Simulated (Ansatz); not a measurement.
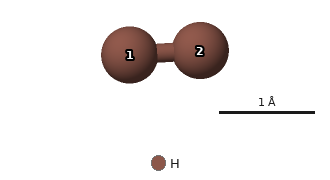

*The starting structure (ball-and-stick view, seen at an oblique angle; atoms are numbered from 1 in the order of the input).*

**Run report: H$_{2}$, geometry relaxation**

H$_{2}$, computed with RKS PBE0-D4/def2-TZVP (Ansatz 0.2.0).

Figures and captions count atoms from 1; the log counts them from 0 in places.

**Output**
```
Functional definition: PBE0
  name "PBE0"
  cite "Adamo & Barone, J. Chem. Phys. 110, 6158 (1999) doi:10.1063/1.478522"
  cite "Perdew, Burke & Ernzerhof, Phys. Rev. Lett. 77, 3865 (1996) doi:10.1103/PhysRevLett.77.3865"
  parent pbe
  parameter a = 0.25
  parameter kappa = 0.804
  parameter beta = 0.06672455060314922
  exchange = (1 - a)*pbe_x(kappa = kappa, mu = beta*pi^2/3) + a*exact_x
  correlation = pbe_c(beta = beta)
88 factors; their error is unknown
mean field evaluation 1: about -31.7044 eV, gradient 5.1e0 eV
mean field evaluation 2: about -31.7888 eV, gradient 7.4e-1 eV
mean field evaluation 4: about -31.7886 eV, gradient 6.0e-2 eV
mean field evaluation 8: about -31.7886 eV, gradient 1.8e-5 eV
mean field -31.78864935 eV, -1.1682113163 hartree, gradient 1.8e-5 eV, S^2 0.000000; 0 other end points of the search recorded, 0 dependent functions left out
the calculation of the forces begins
reference -31.78866521 eV, -1.1682118994 hartree; 1, 1 occupied and 11, 11 virtual orbitals, 88 factors
relax step   1: F+E_penalty+E_count = -31.79025603 eV  Δ(F+E_penalty+E_count) = +0.000e0 eV  max|allowed force component| = 1.393e-2 eV/Å  Δτ_max = 0.0000 Å  (15 SCF iters, accepted)
these checks for a lower state are left out or cut short: starts, cluster_reference, orbital_swaps, neighbouring_geometries, increment
88 factors; their error is unknown
mean field -31.78865275 eV, -1.1682114416 hartree, gradient 1.7e-5 eV, S^2 0.000000; 0 other end points of the search recorded, 0 dependent functions left out
the calculation of the forces begins
reference -31.78866862 eV, -1.1682120245 hartree; 1, 1 occupied and 11, 11 virtual orbitals, 88 factors
relax step   2: F+E_penalty+E_count = -31.79025930 eV  Δ(F+E_penalty+E_count) = -3.270e-6 eV  max|allowed force component| = 3.585e-4 eV/Å  Δτ_max = 0.0002 Å  (11 SCF iters, accepted)
88 factors; their error is unknown
mean field evaluation 16: about -31.7887 eV, gradient 1.8e-5 eV
mean field -31.78865275 eV, -1.1682114416 hartree, gradient 1.8e-5 eV, S^2 0.000000; 1 other end points of the search recorded, 0 dependent functions left out
the calculation of the forces begins
reference -31.78866862 eV, -1.1682120245 hartree; 1, 1 occupied and 11, 11 virtual orbitals, 88 factors
Total energy: -31.79027516 eV, -1.1682710639 hartree
Atom 0 at    -0.691539    -2.562443     0.003424 Å, force     0.000359     0.000048    -0.000160 eV/Å
Atom 1 at    -0.014794    -2.472509    -0.297632 Å, force    -0.000359    -0.000048     0.000160 eV/Å
Dipole moment:     0.000000     0.000000    -0.000000 e Å
```

**Trajectory as extended XYZ (Å, eV, eV/Å), 2 frames, from step=1 to step=2**
```
2
Properties=species:S:1:pos:R:3:forces:R:3 step=1 energy=-31.79026
H    -0.6917   -2.5625    0.0035    0.0139   0.0019  -0.0062
H    -0.0146   -2.4725   -0.2977   -0.0139  -0.0019   0.0062
2
Properties=species:S:1:pos:R:3:forces:R:3 step=2 energy=-31.79026
H    -0.6915   -2.5624    0.0034    0.0004   0.0000  -0.0002
H    -0.0148   -2.4725   -0.2976   -0.0004   0.0000   0.0002
```

This output came from the following input.

**Input**
```yaml
crystal:
  periodic: [false, false, false]
  atoms:
    - {symbol: H, position_ang: [-0.691727, -2.562468, 0.003508]}
    - {symbol: H, position_ang: [-0.014606, -2.472484, -0.297716]}
basis:
  gaussian: {orbitals: def2-TZVP}
hamiltonian: {xc: pbe0, dispersion: d4}
relax: {f_tol: 0.005, max_steps: 200}
```

Launched with:
```bash
ansatz run in.yaml --threads 4 --pin off --events-out ev --progress --plain --max-ram 9574MiB
```

**Key numbers**

```json
{"quantity": "outcome", "value": "converged"}
{"quantity": "total energy", "value": "−31.7903 eV"}
{"quantity": "mean-field energy", "value": "−31.7887 eV"}
{"quantity": "dispersion energy", "value": "−0.0016 eV"}
{"quantity": "SCF solution under orbital rotations", "value": "stable"}
{"quantity": "largest force (length of the vector) at the end", "value": "under 0.001 eV/Å"}
{"quantity": "dipole moment", "value": "0.00 D"}
{"quantity": "hardware", "value": "4 threads of Arm Neoverse V1, 23 GiB of memory available, shared host"}
{"quantity": "peak memory", "value": "0.48 GiB"}
```
